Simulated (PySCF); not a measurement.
**C2H11NO3Si3 (SMILES CN(C)[SiH]1O[SiH2]O[SiH2]O1): density, localisation and related maps**

Input file:

```
{"job": {"kind": "nmr", "xc": "PBE0", "basis": "pcSseg-1"}, "charge": 0, "multiplicity": 1}
O     -0.606041     1.453360     1.051449
Si     0.815710     1.614873     1.901534
O      2.066847     1.484082     0.813374
Si     2.121948     1.294640    -0.838272
O      0.553301     1.169096    -1.379801
Si    -0.800917     0.816820    -0.475649
N     -0.894024    -0.892585    -0.318376
C     -1.573978    -1.523684     0.785647
C     -0.555794    -1.777084    -1.406023
H      0.934752     0.531131     2.913109
H      0.842919     2.954666     2.541810
H      2.878415     0.055653    -1.161138
H      2.750776     2.487231    -1.461291
H     -1.950201     1.506092    -1.106587
H     -0.954221    -2.328933     1.222972
H     -2.539127    -1.977740     0.485974
H     -1.774499    -0.792199     1.581702
H      0.101815    -2.596115    -1.058903
H     -0.014160    -1.230283    -2.191418
H     -1.448357    -2.244832    -1.866400
```

Command:

```sh
OMP_NUM_THREADS=1 python cluster_run.py task.json out
```

Geometry: PBE0-D3(BJ)/def2-SVP.

Computed with PBE0/pcSseg-1, SCF density, gas phase, non-relativistic in PySCF 2.14.0.

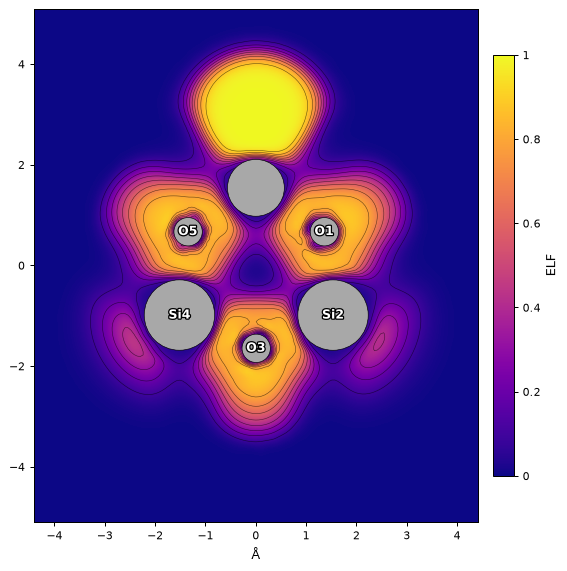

Figure 1. ELF on the plane of atoms O1, Si2 and O3. Grey discs cover the atomic cores.

Question: Read the bonding off the picture.

Answer: The plane passes through O and Si nuclei. Si–O (1.66 Å): the ELF peaks at about 0.85 between the atoms (a shared but strongly polarised pair). The ELF also peaks beside O3, O5 and O1, away from the bonds: lone-pair regions.

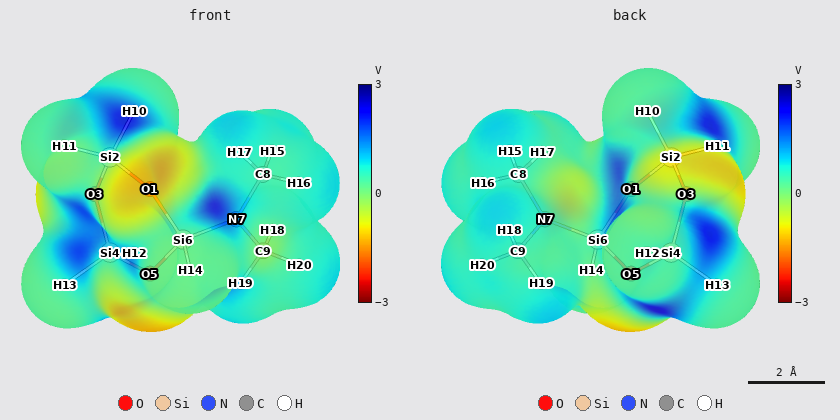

Figure 2. The electrostatic potential painted on the density surface at 0.004 e/bohr³, seen from the front and from behind; the colour scale runs from red (negative) to blue (positive).

Question: Describe the electrostatic potential map.

Answer: The most negative region (about −1.3 V) lies over O1 and O5, the most positive (about +2.3 V) over Si2, Si4 and Si6.

Question: How polar is the molecule by this calculation?

Answer: Its dipole moment is 1.44 D.
